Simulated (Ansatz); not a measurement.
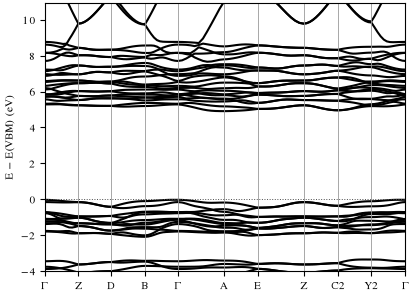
Band structure from r²SCAN (plane waves, PAW; program Ansatz)

The gap is 4.91 eV; an edge lies off the plotted path or next to a special point (maximum off the standard path, minimum at A).

The material is ScOF in space group P2_1 (No. 4; Pearson symbol mP12).

The start of the workflow was typed in or built on a structure type; neither database checked (COD, Materials Project) lists it. Whether it is the stable phase at ambient conditions was not checked. The cell was relaxed with r²SCAN under the symmetry of its start; its stability against distortions is not shown here. No spin polarisation was allowed.

Potentials: the later of the program's two PAW sets.
